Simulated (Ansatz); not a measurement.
C2H5ClGe

Input

```
basis:
  gaussian:
    orbitals: def2-TZVPD
crystal:
  periodic: [false, false, false]
  atoms:
    - {symbol: C, position_ang: [-0.226125, 1.165734, -0.174181]}
    - {symbol: C, position_ang: [1.088831, 1.730453, 0.332381]}
    - {symbol: Cl, position_ang: [1.603241, 1.659616, -2.827958]}
    - {symbol: Ge, position_ang: [2.570689, 2.199208, -0.918773]}
    - {symbol: H, position_ang: [-0.717143, 1.857996, -0.874276]}
    - {symbol: H, position_ang: [-0.928402, 0.965640, 0.651262]}
    - {symbol: H, position_ang: [-0.073939, 0.224231, -0.722770]}
    - {symbol: H, position_ang: [1.574642, 1.048651, 1.060184]}
    - {symbol: H, position_ang: [0.937786, 2.665977, 0.909318]}
hamiltonian:
  xc: {name: PBE0}
output: {forces: true, orbitals: {seedname: orbitals}}
```

Command:

```sh
ansatz run input.yaml --threads 2 --pin off --max-ram 4350MiB --events-out events.jsonl --progress --plain --runs-dir runs
```

Geometry: PBE0-D3(BJ)/def2-SVP.

The calculation used Ansatz 0.2.0, isolated molecule in a Gaussian basis; Kohn-Sham density functional theory, functional PBE0.

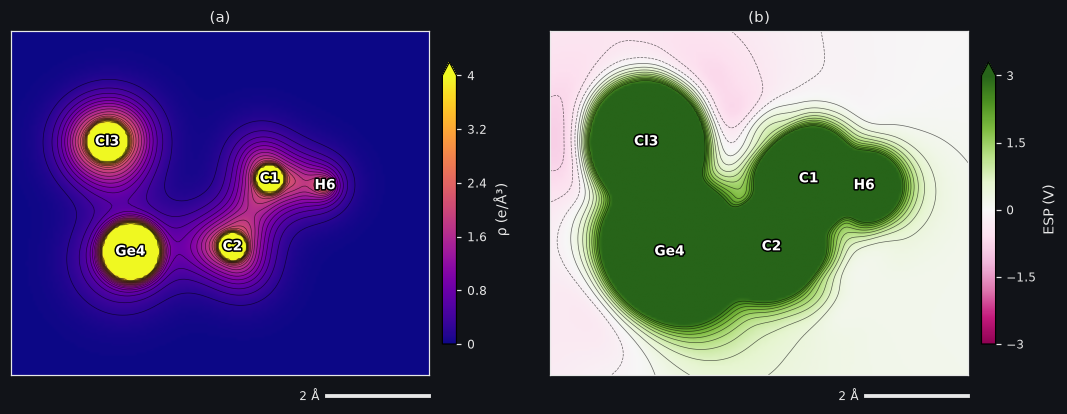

Figure 1. (a) electron density; (b) electrostatic potential on the plane of atoms C2, C1 and H6.

### Read the bonding off the picture.

The section cuts through C, Cl, Ge and H sites.
C–C (1.52 Å): ρ at the midpoint is about 1.7 e/Å³.
C–Ge (2.00 Å): ρ is about 0.84 e/Å³ halfway.
Ge–Cl (2.21 Å): the density is about 0.69 e/Å³ at the midpoint, with its minimum of 0.62 e/Å³ about 1.0 Å from Ge.
C–H (1.10 Å): ρ at the midpoint is about 1.9 e/Å³.
Outside the dense part of the molecule the potential is most negative (−0.8 V) near Cl3.

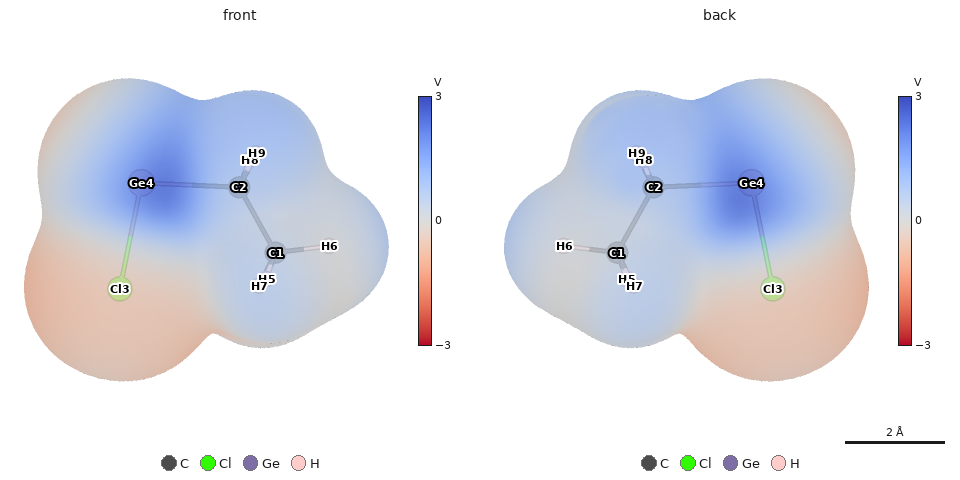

Figure 2. The electrostatic potential painted on the density surface at 0.002 e/bohr³, seen from the front and from behind; red is negative and blue positive.

### Which sites attract a positive test charge, and which a negative one?

A positive charge is drawn to the negative regions and a negative charge to the positive ones. The most negative region (about −0.8 V) lies over Cl3, the most positive (about +2.3 V) over Ge4.

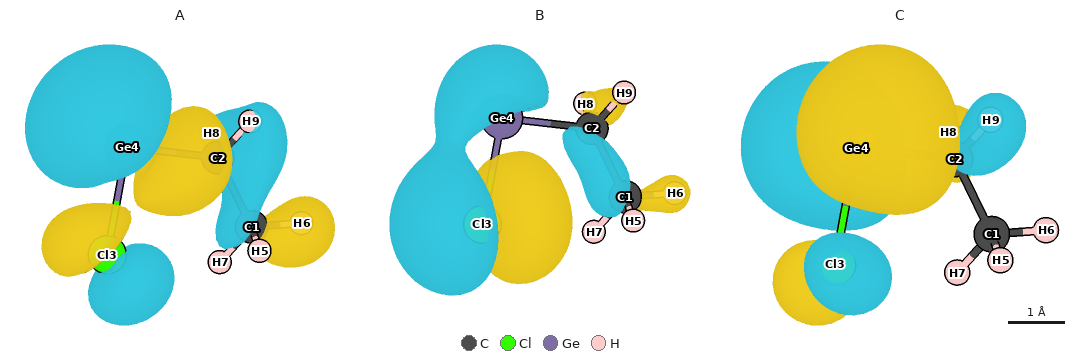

Figure 3. Three frontier orbitals at ±0.08 Å⁻³ᐟ² (yellow and cyan are the two phases), in no order.

### Order the three orbitals by energy and name them.

B is the HOMO−1 (−8.98 eV). It lies mainly on Cl3 (about 80 %) and Ge4 (about 15 %); largely a lone pair of Cl3. A is the HOMO (−6.72 eV). By Hirshfeld shares it lies mainly on Ge4 (about 55 %), C2 (about 20 %) and Cl3 (about 15 %). C is the LUMO (−2.58 eV). It lies mainly on Ge4 (about 80 %) and Cl3 (about 10 %).

### What is the HOMO–LUMO gap?

4.14 eV between the orbital energies.
